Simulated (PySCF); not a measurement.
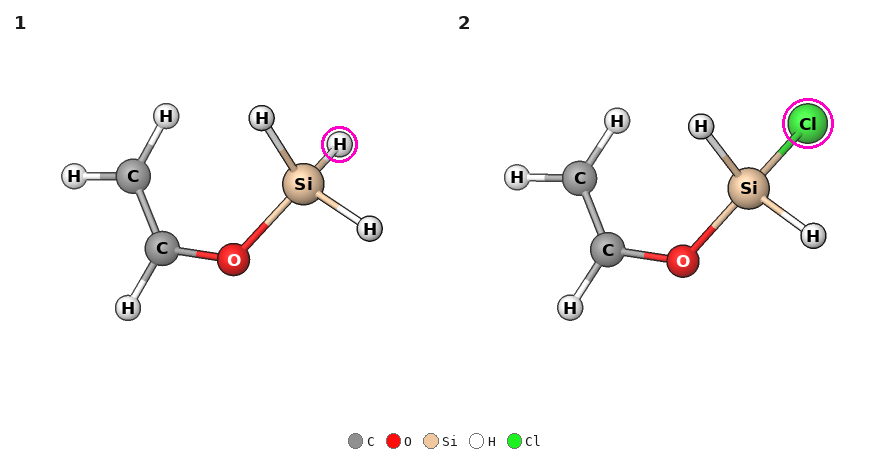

2 molecules with one skeleton, seen from the same side and at one scale; the atom that differs is circled. Each species is neutral and a spin singlet. Computed geometries: PBE0-D3(BJ)/def2-SVP optimisations, one conformation each. Properties computed with PySCF 2.14.0.

One atom differs, called X below: H in panel 1, Cl in panel 2. Their formulas are C2H6OSi (`C=CO[SiH3]`), C2H5ClOSi (`C=CO[SiH2]Cl`).

In which is the length of X–Si larger (PBE0-D3(BJ)/def2-SVP)?

In panel 2 (X = Cl).

In which is the GIAO shielding of the Si bonded to X larger (PBE0/STO-3G)?

In panel 1 (X = H).

Give the values. With PBE0-D3(BJ)/def2-SVP: length of X–Si (Å), mean angle X–Si–H (°). With PBE0/STO-3G: dipole moment (D), HOMO energy (Kohn–Sham orbital) (eV), HOMO–LUMO gap (eV), Hirshfeld charge of X (e), GIAO shielding of the Si bonded to X (ppm).

```csv
quantity,1 (H),2 (Cl),2 − 1
length of X–Si (Å),1.493,2.063,+0.570
mean angle X–Si–H (°),110.1,108.1,−2.0
dipole moment (D),1.12,2.56,+1.44
HOMO energy (Kohn–Sham orbital) (eV),−3.77,−4.49,−0.72
HOMO–LUMO gap (eV),8.24,8.21,−0.03
Hirshfeld charge of X (e),−0.08,−0.28,−0.20
GIAO shielding of the Si bonded to X (ppm),560.0,536.9,−23.1
```
